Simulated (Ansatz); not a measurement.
# A ladder of methods for AlCl2 (SMILES [Cl][Al][Cl])

AlCl2: 3 atoms, total charge 0, spin state doublet. SMILES: `[Cl][Al][Cl]`. The coordinates come from a PBE0-D4/def2-TZVP relaxation.

```tsv
atom	x (Å)	y (Å)	z (Å)
Cl	1.3748	0.8683	0.8387
Al	-0.4321	0.5207	-0.1772
Cl	-0.9536	-1.4538	-0.6747
```

Each level gives the energy change with the Cl1–Al2 bond stretched from 2.102 to 4.204 Å (eV). The values are calculated.

| level | kind | program | value (eV) | less FCI/STO-3G | CPU time (all runs) |
| --- | --- | --- | --- | --- | --- |
| U-r2SCAN/STO-3G | meta-GGA | Ansatz | 3.45 | +0.65 | 37 s |
| UBHLYP/STO-3G | global hybrid | Ansatz | 3.37 | +0.57 | 6.5 s |
| UPBE0/STO-3G | global hybrid | Ansatz | 3.44 | +0.64 | 6.4 s |
| U-wB97X/STO-3G | range-separated hybrid | Ansatz | 3.48 | +0.68 | 66 s |
| UCCSD(T)/STO-3G | coupled cluster or CI | Ansatz | 2.80 | 0.00 | 2.1 s |
| UCCSDT/STO-3G | coupled cluster or CI | Ansatz | 2.81 | +0.01 | 2.6 s |
| UCCSDTQ/STO-3G | coupled cluster or CI | Ansatz | 2.80 | 0.00 | 1.8 min |
| FCI/STO-3G | exact in the basis | Ansatz | 2.80 | 0.00 | 2.2 s |

FCI/STO-3G is exact within its basis and frozen core, so for wave-function methods in that basis the difference is their error; functionals converge differently with the basis, so for them it is only a difference. The first shape isn't each level's own minimum. The values span 2.80 to 3.48 eV. All rows use very small basis sets, so even the best lies far from the true value. Times are those of the runs behind each value, whatever else they computed, on shared processors of several kinds: orders of magnitude only.

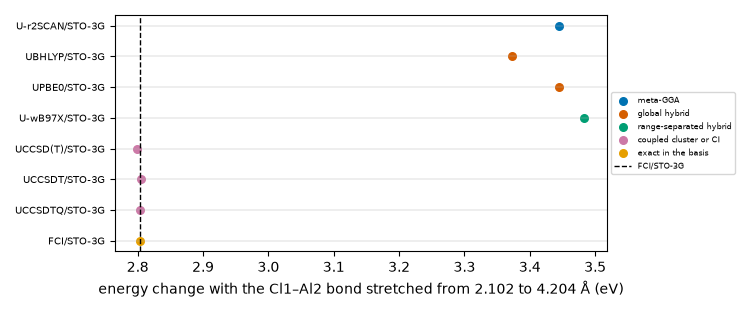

The values of the table, level by level.
